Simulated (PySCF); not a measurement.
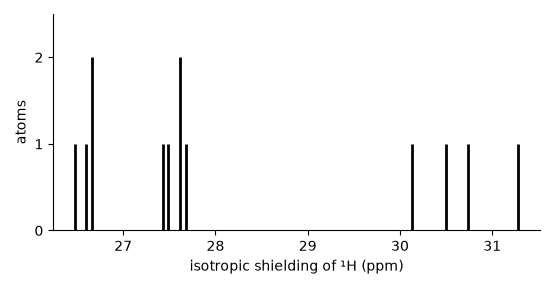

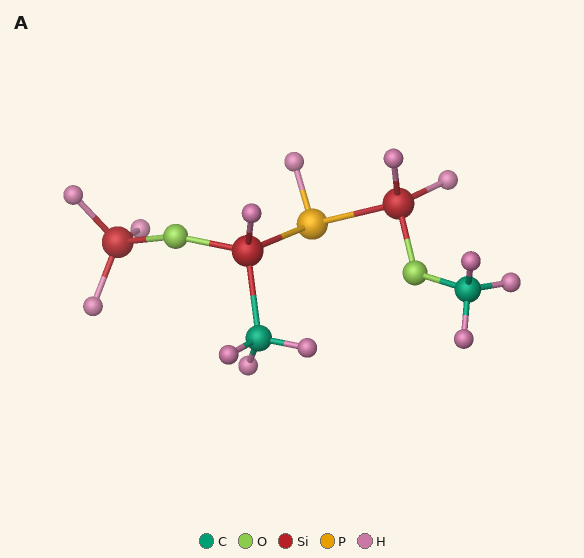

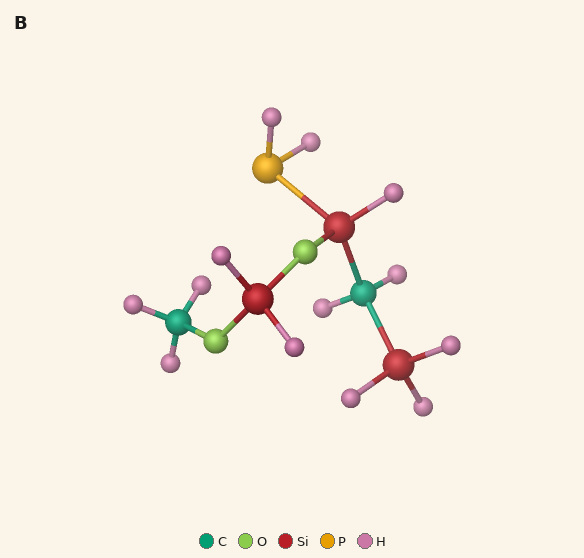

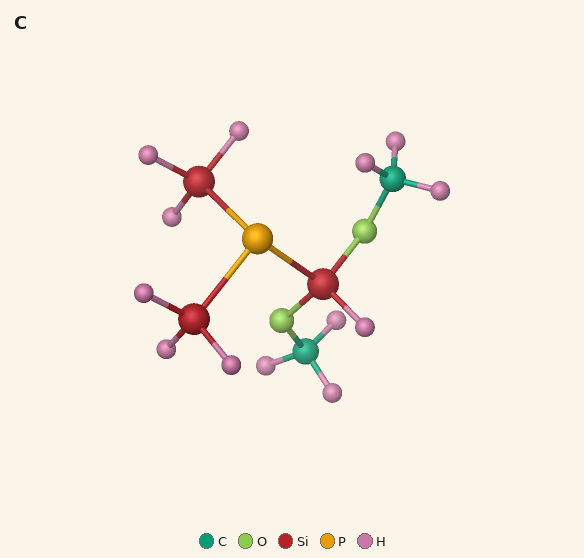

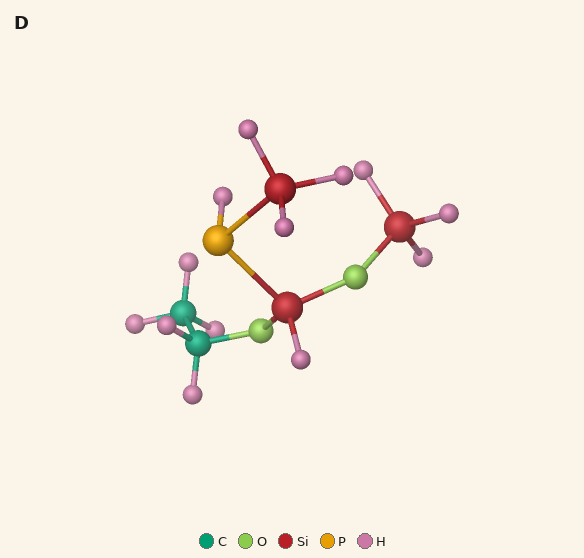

The sticks are computed shieldings of one of the molecules, for one fixed geometry (GFN2-xTB) without averaging over rotations. Low shielding means a high chemical shift. Method: GIAO PBE0/pcSseg-1 NMR shielding, non-relativistic, gas phase (PySCF 2.14.0).

**Match the spectrum to a structure.**

D, `CCO[Si@@H](O[SiH3])P[SiH3]`. Its 13 H atoms give lines at 26.48, 26.60, 26.66 (2 atoms), 27.44, 27.48, 27.62 (2 atoms), 27.69, 30.13, 30.50, 30.73, 31.28 ppm.

The geometry is semi-empirical. Around P, Si such bond lengths and angles can be off by a tenth of an ångström or more and by several degrees, and values that hang on the shape move with them.
